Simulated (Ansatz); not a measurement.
A series of calculations on ZrNH4OF3

### Relaxation

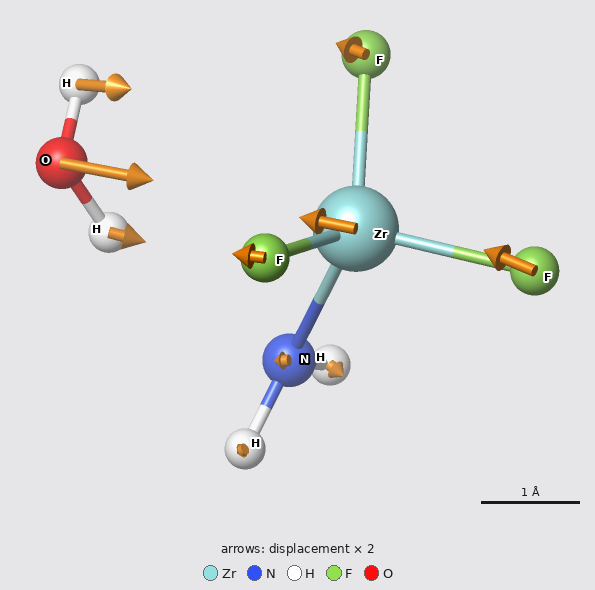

This is a relaxation of ZrNH₄OF₃. The starting structure is drawn; orange arrows show the displacements, 2 times their true length. The two geometries are superimposed by the best rigid fit.

Style: ball-and-stick. Shown from a free direction.

The run prepares an end point of a later path (reaction) calculation, from a guessed geometry.

All numbers below come from RKS PBE-D4/def2-SVP in Ansatz. Set-up: no spin polarisation; force threshold 0.03 eV/Å; at most 50 steps.

### What happened in the run?

After 9 geometry steps the energy has fallen by 11.2 kcal/mol. Largest force component: 1.6 eV/Å at the start, 0.016 eV/Å at the end. The O atom moves most after the best rigid fit: 0.52 Å. By element the largest moves are O 0.52 Å, H 0.38 Å, Zr 0.32 Å, F 0.32 Å, N 0.09 Å. Some distances before and after: O–Zr 3.254 → 2.421 Å, H–Zr 3.558 → 2.915 Å, H–Zr 2.971 → 2.515 Å, N–Zr 2.159 → 2.085 Å. New bonds form, among them: O–Zr (3.25 → 2.42 Å). Among the angles between lasting bonds that change: F–Zr–F 103.2° → 97.5°, N–Zr–F 107.4° → 102.1°, F–Zr–F 119.4° → 123.1°. Cost: 17 s on 4 threads of Arm Neoverse V2, with other jobs on the host, peak memory 0.17 GiB.

Limits of the set-up: the start holds two separate molecules, 2.3 Å apart at their closest, whose relative position is a soft coordinate.

### Relaxation

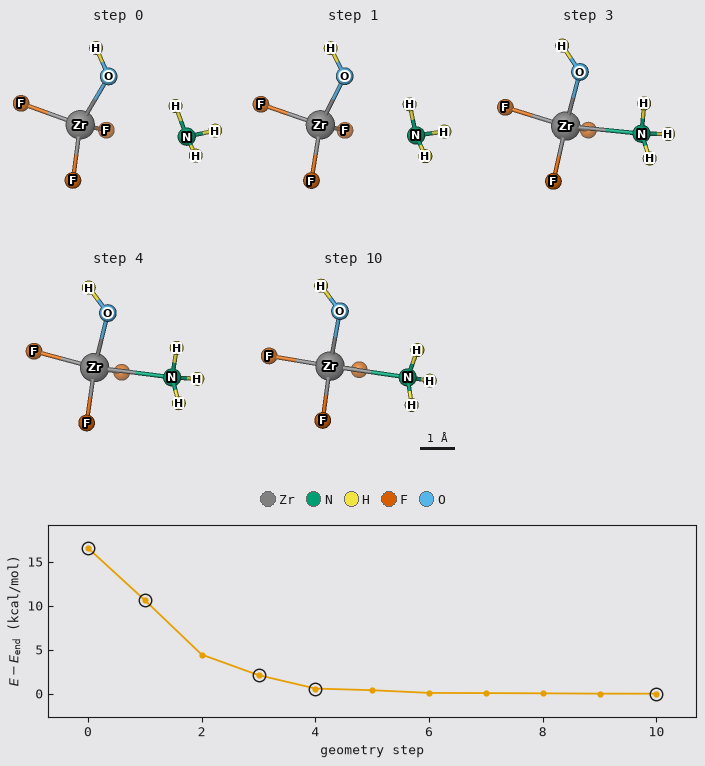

Frames of a relaxation of ZrNH4OF3, marked on the history of the run. Style: ball-and-stick. Shown at a tilt.

The run prepares an end point of a later path (reaction) calculation, from a guessed geometry.

Method: RKS PBE-D4/def2-SVP in Ansatz.

The input:
```yaml
crystal:
  periodic: [false, false, false]
  atoms:
    - { symbol: Zr, position_ang: [-0.459539, -0.207256, -0.531548] }
    - { symbol: "N", position_ang: [-0.104023, 0.389042, 2.785794] }
    - { symbol: H, position_ang: [0.371581, -0.251067, 3.435078] }
    - { symbol: H, position_ang: [-0.179644, 1.298669, 3.259368] }
    - { symbol: F, position_ang: [1.071354, -1.320555, -0.229113] }
    - { symbol: F, position_ang: [-0.049929, 1.657819, -0.702275] }
    - { symbol: F, position_ang: [-1.131929, -0.724044, -2.243626] }
    - { symbol: O, position_ang: [-2.000412, -0.582097, 0.735181] }
    - { symbol: H, position_ang: [-2.897093, -0.897593, 0.524883] }
    - { symbol: H, position_ang: [-1.074766, 0.027382, 2.651556] }
basis:
  gaussian: { orbitals: def2-SVP }
hamiltonian:
  xc: pbe
  dispersion: d4
relax:
  f_tol: 0.03
  max_steps: 50
```

Launched with:
```bash
ansatz run input.yaml --threads 4 --pin off --max-ram 5120MiB --backend cpu --events-out ev --progress --plain --runs-dir out
```

> Describe the path.

The energy falls by 16.6 kcal/mol in 10 geometry steps. The largest force component goes from 1.3 to 0.0046 eV/Å. H4 moves most after the best rigid fit: 0.75 Å. By element the largest moves are H 0.75 Å, F 0.59 Å, Zr 0.49 Å, N 0.45 Å, O 0.29 Å. Some distances before and after: Zr1–H4 4.089 → 3.026 Å, Zr1–H3 4.053 → 3.026 Å, Zr1–N2 3.389 → 2.468 Å, Zr1–H10 3.250 → 2.960 Å. New bonds form, among them: Zr1–N2 (3.39 → 2.47 Å). Among the angles between lasting bonds that change: F5–Zr1–F7 105.4° → 100.4°, F7–Zr1–O8 104.0° → 99.3°, F5–Zr1–F6 114.1° → 118.5°. The run took 19 s on 4 threads of Arm Neoverse V2, on a shared host, peak memory 0.18 GiB. From step 0 to 1: H4 moves most (0.19 Å), energy −5.92 kcal/mol. From step 1 to 3: H atoms move most (0.39 Å), energy −8.53 kcal/mol. From step 3 to 4: F6 moves most (0.12 Å), energy −1.52 kcal/mol. From step 4 to 10: H10 moves most (0.19 Å), energy −0.58 kcal/mol.

| step | E − E(0), kcal/mol | largest force component, eV/Å |
| --- | --- | --- |
| 0 | 0.00 | 1.3487 |
| 1 | -5.92 | 0.5908 |
| 2 | -12.12 | 0.8874 |
| 3 | -14.45 | 1.2109 |
| 4 | -15.98 | 0.5147 |
| 5 | -16.17 | 0.3197 |
| 6 | -16.47 | 0.0891 |
| 7 | -16.50 | 0.1573 |
| 8 | -16.52 | 0.2345 |
| 9 | -16.56 | 0.0556 |
| 10 | -16.56 | 0.0046 |

Limits of the set-up: the start holds two separate molecules, 2.2 Å apart at their closest, whose relative position is a soft coordinate.

### Path

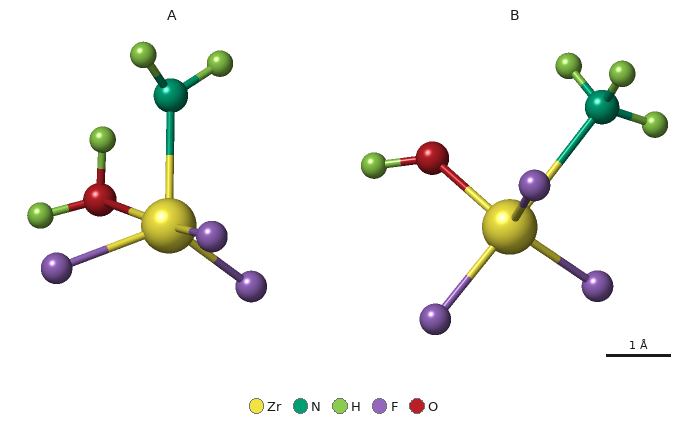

The two relaxed end points of a path for ZrNH4OF3. Style: ball-and-stick. Shown from a free direction.

All numbers below come from RKS PBE-D4/def2-SVP in Ansatz 0.2.0.

Run with 7 movable images; climbing image; force threshold 0.05 eV/Å; iteration limit 60.

Start:
```xyz
10

Zr   -0.0941    0.0517    0.1472
N    -0.0397   -0.0434    2.2298
H     0.3793   -0.8425    2.7237
H     0.0705    0.7784    2.8389
F     1.7451   -0.2655   -0.3203
F    -0.3916    1.8109   -0.5615
F    -0.8366   -1.5485   -0.6506
O    -2.3946    0.1578    0.8946
H    -2.8907   -0.6317    0.6029
H    -2.0021   -0.0771    1.7806
```

End:
```xyz
10

Zr   -0.4965   -0.1404   -0.0468
N    -0.1971    0.2843    2.3659
H     0.5461   -0.2878    2.7897
H     0.0160    1.2675    2.5827
F     0.9778   -1.3457    0.3162
F    -0.1430    1.7652   -0.0916
F    -0.7737   -0.4866   -1.9256
O    -2.2561   -0.6843    0.6389
H    -3.0533   -1.0312    0.2060
H    -1.0747    0.0493    2.8500
```

> What barrier does the band find between them, and by what path?

Forward barrier 8.0 kJ/mol, backward barrier 104.5 kJ/mol, with image 1 at the top; the reaction energy is −96.4 kJ/mol. A hydrogen atom shifts from one atom to another. Breaking: O8–H10 (1.00 → 1.12 at the top → 2.61 Å). Forming: N2–H10 (2.01 → 1.45 at the top → 1.03 Å). The band converged in 24 iterations, with a climbing image at the top. At the top, the vibrational analysis gives one imaginary mode (442i cm⁻¹), as a transition state must have.

Energies of the converged images:

| image | path (Å) | E (kJ/mol) |
| --- | --- | --- |
| 0 | 0.00 | 0.0 |
| 1 | 0.77 | 8.0 |
| 2 | 1.34 | -41.7 |
| 3 | 1.91 | -67.3 |
| 4 | 2.49 | -80.5 |
| 5 | 3.06 | -90.3 |
| 6 | 3.63 | -95.9 |
| 7 | 4.20 | -95.7 |
| 8 | 4.77 | -96.4 |

The geometry at the top of the path:

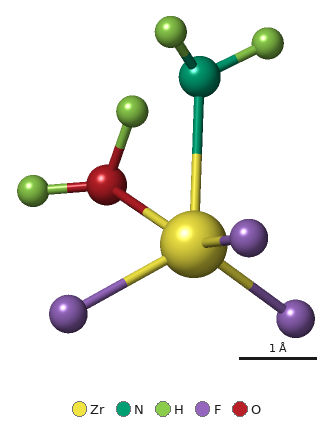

Cost: 4.1 min on 4 threads of Arm Neoverse V2, on a shared host, peak memory 0.18 GiB.
